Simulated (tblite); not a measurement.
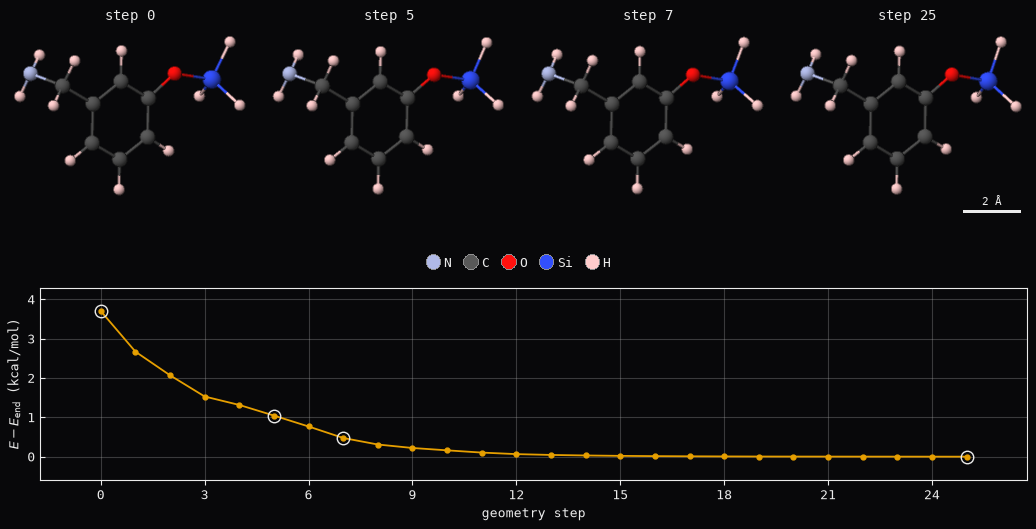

Frames of a relaxation of C$_{7}$H$_{11}$NOSi, marked on the history of the run. The picture is a ball-and-stick view, seen at a tilt.

Level of theory: GFN2-xTB geometry optimisation, gas phase (tblite 0.8.0). 

Describe the path.

Answer. Over 25 geometry steps the energy falls by 3.71 kcal/mol. The largest move after the best rigid fit is that of an H atom, 0.25 Å. Largest moves by element: H 0.25 Å, Si 0.07 Å, C 0.05 Å, O 0.04 Å, N 0.01 Å. Among the contacts that change: H–Si 1.488 → 1.453 Å, C–O 1.377 → 1.349 Å, O–Si 1.653 → 1.625 Å, C–H 1.115 → 1.093 Å. Among the angles between lasting bonds that change: O–Si–H 109.6° → 98.9°, H–Si–H 109.4° → 113.6°, H–Si–H 109.3° → 113.3°. From step 0 to 5: an H atom moves most (0.10 Å), energy −2.66 kcal/mol. From step 5 to 7: an H atom moves most (0.08 Å), energy −0.57 kcal/mol. From step 7 to 25: an H atom moves most (0.09 Å), energy −0.48 kcal/mol.

```
step  E − E(0), kcal/mol
   0                0.00
   1               -1.03
   2               -1.63
   3               -2.17
   4               -2.39
   5               -2.66
   6               -2.94
   7               -3.23
   8               -3.40
   9               -3.48
  10               -3.54
  11               -3.60
  12               -3.64
  13               -3.66
  14               -3.67
  15               -3.68
  16               -3.69
  17               -3.70
  18               -3.70
  19               -3.70
  20               -3.70
  21               -3.70
  22               -3.70
  23               -3.70
  24               -3.70
  25               -3.71
```
